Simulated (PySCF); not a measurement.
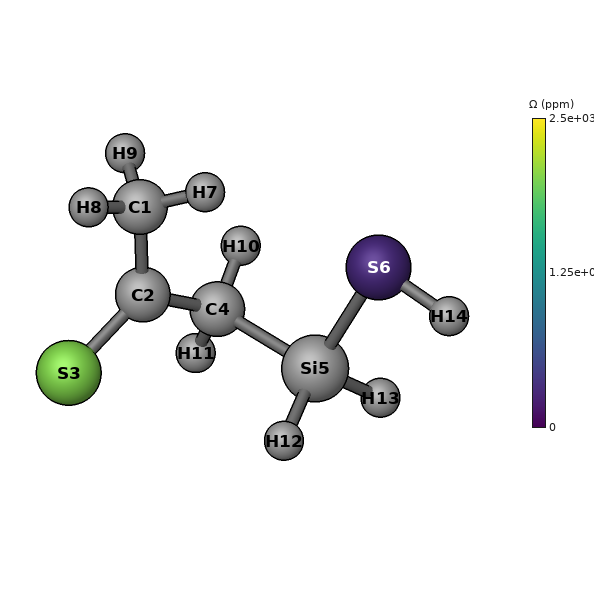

The S atoms are coloured by the span of their shielding tensor. The geometry was computed by an optimisation with GFN2-xTB. No frequency run is at hand to confirm it as a minimum. Level of theory: GIAO PBE0/pcSseg-1 NMR shielding, non-relativistic, gas phase (PySCF 2.14.0). Principal shieldings σ11 ≤ σ22 ≤ σ33, span Ω = σ33 − σ11, skew κ = 3(σiso − σ22)/Ω.

**Which S atom has the most anisotropic shielding?**

S3, with a span of 2026 ppm.

Give the shielding tensors of the S atoms.

| atom | σ11 | σ22 | σ33 | σiso | Ω | κ |
| --- | --- | --- | --- | --- | --- | --- |
| S3 | −1479.9 | −358.4 | 546.3 | −430.7 | 2026.1 | −0.11 |
| S6 | 660.4 | 693.3 | 957.7 | 770.5 | 297.3 | 0.78 |

Shieldings and span in ppm.

The geometry is semi-empirical. Around Si such bond lengths and angles can be off by a tenth of an ångström or more and by several degrees, and values that hang on the shape move with them.
